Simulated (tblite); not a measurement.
**Run report: C$_{2}$H$_{7}$AlFN, energy and gradient calculation**

- system: C$_{2}$H$_{7}$AlFN
- method: GFN2-xTB, U-SCC (tblite 0.8.0)

A bond length was changed on purpose from its optimised value.

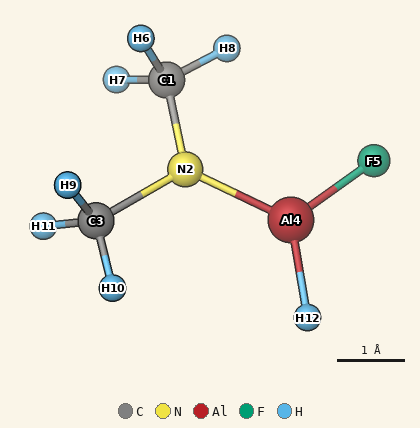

Fig. 1: The structure (ball-and-stick view, seen at a tilt; atoms are numbered from 1 in the order of the input). Sticks mark near contacts.

Input file (job.py)
```python
import json
import numpy as np
from ase.io import read
from tblite.ase import TBLite
from ase.units import kcal, mol as mol_
from ase.units import Debye

molecule = read("geom.xyz")
start = molecule.get_positions()

molecule.calc = TBLite(
    method="GFN2-xTB",
    multiplicity=1,
    accuracy=0.1,
    spin_polarization=1.0,
)
print(f"Energy: {molecule.get_potential_energy() / (kcal / mol_):.6f} kcal/mol")
print(f"Dipole: {np.linalg.norm(molecule.get_dipole_moment()) / Debye:.4f} D")
print("Charges:", np.round(molecule.get_charges(), 4))
print("Forces (eV/angstrom):")
for a, F in zip(molecule, molecule.get_forces()):
    print(f"{a.symbol:<2} {F[0]:11.6f} {F[1]:11.6f} {F[2]:11.6f}")
json.dump(dict(energy=molecule.get_potential_energy(), forces=molecule.get_forces().tolist(), dipole=molecule.get_dipole_moment().tolist(), charges=molecule.get_charges().tolist(),
               symbols=molecule.get_chemical_symbols(), start=start.tolist(), final=molecule.positions.tolist()), open("results.json", "w"))
```

File geom.xyz
```
12

C     -1.263609    -0.794434     0.202406
N     -0.189009     0.115766    -0.115894
C      1.270200    -0.365500     0.510500
Al    -0.381909     1.586766    -1.065594
F     -1.896109     1.943566    -1.622394
H     -1.401209    -0.889834     1.288706
H     -1.066409    -1.801734    -0.190594
H     -2.205309    -0.445234    -0.225994
H      1.235400    -0.438500     1.606600
H      2.059500     0.345400     0.250400
H      1.569500    -1.351000     0.126800
H      0.823491     2.541866    -1.384394
```

Launch command:
```bash
python job.py
```

Output
```
------------------------------------------------------------
  cycle        total energy    energy error   density error
------------------------------------------------------------
      1     -16.45202781750  -1.6598429E+01   3.0619592E-01
      2     -16.63691933523  -1.8489152E-01   2.3506517E-01
      3     -16.65179117029  -1.4871835E-02   9.6580323E-02
      4     -16.65514020689  -3.3490366E-03   1.8716184E-02
      5     -16.65915927964  -4.0190728E-03   1.5032712E-02
      6     -16.65938764538  -2.2836574E-04   3.9728138E-03
      7     -16.65940355759  -1.5912210E-05   1.4520702E-03
      8     -16.65940721879  -3.6612000E-06   8.5997622E-04
      9     -16.65940737983  -1.6104185E-07   5.4814971E-04
     10     -16.65940772971  -3.4987626E-07   1.1749411E-04
     11     -16.65940779050  -6.0795951E-08   4.4821284E-05
     12     -16.65940779354  -3.0417660E-09   2.5603578E-05
     13     -16.65940779869  -5.1468128E-09   6.5558793E-06
     14     -16.65940779887  -1.7594104E-10   1.7381220E-06
------------------------------------------------------------

 total:                                   0.023 sec
Energy: -10453.936223 kcal/mol
Dipole: 2.3312 D
Charges: [-0.0255 -0.2461 -0.0551  0.4119 -0.2521  0.0324  0.0323  0.0678  0.046
  0.0525  0.0461 -0.1103]
Forces (eV/angstrom):
C     0.161087   -0.543071    0.370390
N     3.412114   -1.305877    1.577213
C    -2.218678    0.536132   -0.833199
Al    0.501716    0.783220   -0.366472
F     0.119483    0.108919   -0.042186
H    -0.013373    0.031068   -0.044496
H    -0.021497    0.048176   -0.013283
H     0.137302    0.149350   -0.060605
H    -0.429049    0.164156   -0.399694
H    -0.571469    0.081220   -0.179437
H    -0.492032    0.338376   -0.117617
H    -0.585604   -0.391669    0.109386
```

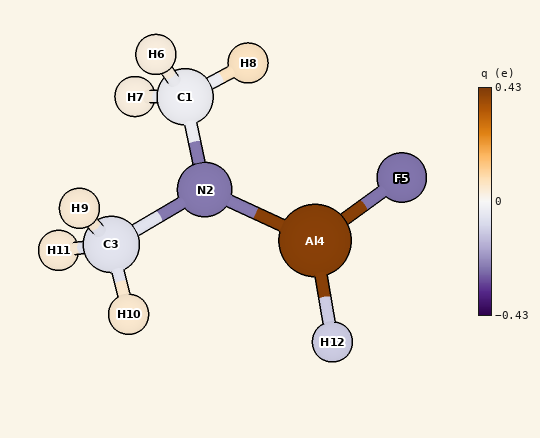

Fig. 2: Mulliken charges, as the colour of each atom (ball-and-stick view, seen at a tilt; atoms are numbered from 1 in the order of the input). By element: C −0.06 to −0.03, N −0.25, Al +0.41, F −0.25 and H −0.11 to +0.07 e.

Summary

```json
{"quantity": "outcome", "value": "converged"}
{"quantity": "total energy", "value": "−16.659408 hartree"}
{"quantity": "largest force", "value": "3.979 eV/Å"}
{"quantity": "dipole moment", "value": "2.33 D"}
{"quantity": "hardware", "value": "1 thread of Intel Xeon @ 2.50GHz (Skylake/Cascade Lake), 189 GiB of memory available, shared host"}
{"quantity": "wall time", "value": "2.1 s"}
{"quantity": "peak memory", "value": "0.087 GiB"}
```
